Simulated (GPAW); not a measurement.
# RPBE/plane waves (scalar-relativistic datasets, plane-wave cutoff 450 eV) run of C2H2F2O (SMILES FC1OC1F)

Aim: the charge distribution of C2H2F2O. 

The calculation is run with GPAW 26.7.0.

5 further runs of the same task are left out: 5 set aside as unsound or not needed.

## (1) The molecule

The species is C2H2F2O (7 atoms), meant as a singlet with charge 0. As SMILES, `FC1OC1F`. The coordinates come from a GFN2-xTB relaxation.

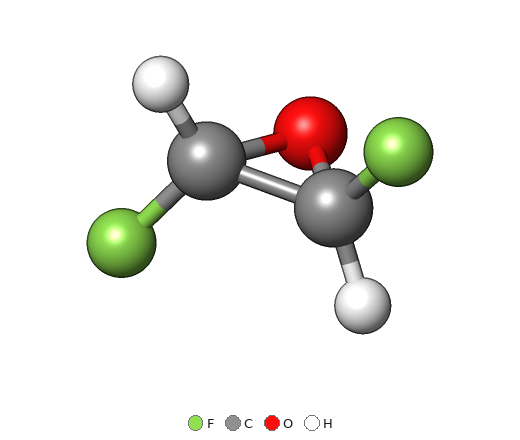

The structure, seen from a chosen angle (fluorine green, carbon grey, oxygen red, hydrogen white).

## (2) Energy and one-electron properties at RPBE/plane waves (scalar-relativistic datasets, plane-wave cutoff 450 eV)

File calc.py:

```python
import numpy as np
from ase import Atoms
from ase.units import Debye
from gpaw import GPAW, PW

mol = Atoms(['F', 'C', 'O', 'C', 'F', 'H', 'H'],
    positions=[[  0.611470,  -1.492030,   0.834000],
               [  0.000320,  -0.302010,   0.664670],
               [ -1.105110,  -0.300710,  -0.159300],
               [  0.024650,   0.309360,  -0.660530],
               [ -0.018500,   1.653880,  -0.750590],
               [ -0.035540,   0.267690,   1.586480],
               [  0.522710,  -0.136160,  -1.514730]])
mol.center(vacuum=4.5)

gpaw_calc = GPAW(mode={'name': 'pw', 'ecut': 450}, maxiter=100, xc='RPBE', txt='-')
mol.calc = gpaw_calc

energy = mol.get_potential_energy()
print(f'Energy = {energy:.5f} eV')
forces = mol.get_forces()
print('Forces (eV/Ang)')
for symbol, f in zip(mol.symbols, forces):
    print(f'{symbol:2} {f[0]:9.4f} {f[1]:9.4f} {f[2]:9.4f}')
dipole = mol.get_dipole_moment() / Debye
print(f'Dipole                  {np.linalg.norm(dipole):.3f} D')
homo, lumo = gpaw_calc.get_homo_lumo()
print(f'HOMO                    {homo:.3f} eV')
print(f'LUMO: {lumo:.3f} eV')
print(f'Gap: {lumo - homo:.3f} eV')
```

Launch:

```bash
$ python3 -u calc.py | tee calc.out
```

Output:

```text
[...]
  mode=PW(ecut=450),
[...]
Number of symmetries: 1
[...]
  Number of IBZ points: 1
[...]
Cutoff: 450.00000000000006 eV
Spin-components: 1 (collinear spins)
Bands:           22
[...]
  Valence electrons: 30.0
[...]
  Grid points: [54 60 60]
  Charge: 0.0  # |e|
[...]
    cutoffs:
[...]
occupation numbers:
  # Zero width
[...]
xc functional:
  name: RPBE with 2 nearest neighbor stencil
[...]
|iter     |     time |      energy | eigst |  dens |
[...]
|iter:   1| 00:00:03 |  -37.448492 | +0.33 |       |
[...]
|iter:  10| 00:00:12 |  -35.929822c| -7.98c| -4.67c|
Converged in 10 steps
[...]
Energy contributions relative to reference atoms: (reference = -9559.812132)
Energy contributions:
  Kinetic:          37.286418
  Coulomb:         -36.265980
  Zero:              0.435229
  External:          0.000000
  Xc:              -37.385489
  Entropy:           0.000000
  Spinorbit:         0.000000
  ----------------------------
  Free energy:     -35.929822
  Extrapolated:    -35.929822
dipole moment: (0.158377, 0.042945, 0.023446)  # |e|*Ang
Fermi level: -3.684
Eigenvalues  # (at kpt = [0.000, 0.000, 0.000])
| band index |      eig [eV] | occ [0-2] |
|------------|---------------|-----------|
|          0 |       -31.378 |     2.000 |
|        ... |               |           |
|          7 |       -12.437 |     2.000 |
|          8 |       -12.157 |     2.000 |
|          9 |       -11.158 |     2.000 |
|         10 |       -10.141 |     2.000 |
|         11 |        -9.593 |     2.000 |
|         12 |        -8.973 |     2.000 |
|         13 |        -7.904 |     2.000 |
|         14 |        -7.079 |     2.000 |
|         15 |        -0.289 |     0.000 |
|         16 |         0.143 |     0.000 |
[...]
Gap: 6.790 eV
Transition (v -> c):
[...]
Forces (eV/Ang)
F     0.3103   -1.1177    0.3307
C     1.0187    0.5692    0.0638
O    -2.2613   -0.6899   -0.3381
C     1.1580    0.0142    0.2293
F    -0.1914    1.1697   -0.3179
H    -0.1294    0.1950    0.3474
H     0.0775   -0.2026   -0.3471
Dipole                  0.796 D
HOMO                    -7.079 eV
LUMO: -0.289 eV
Gap: 6.790 eV
```

It took 13 s on 1 thread of Intel Xeon 6975P-C (Granite Rapids), shared host; peak memory 0.47 GiB.

## (3) What came out

Level: RPBE/plane waves (scalar-relativistic datasets, plane-wave cutoff 450 eV).

| quantity | value |
| --- | --- |
| energy as printed (from the program's reference atoms) | -35.9298 eV |
| dipole moment | 0.80 D |
| HOMO energy (shifted to the vacuum level, unlike the log) | -7.38 eV |
| LUMO energy (shifted to the vacuum level, unlike the log) | -0.58 eV |
| HOMO–LUMO gap | 6.79 eV |
| largest force on an atom | 2.388 eV/Å |

**Reading.** The largest force is 2.39 eV/Å: the shape isn't a stationary point for this species at this level.
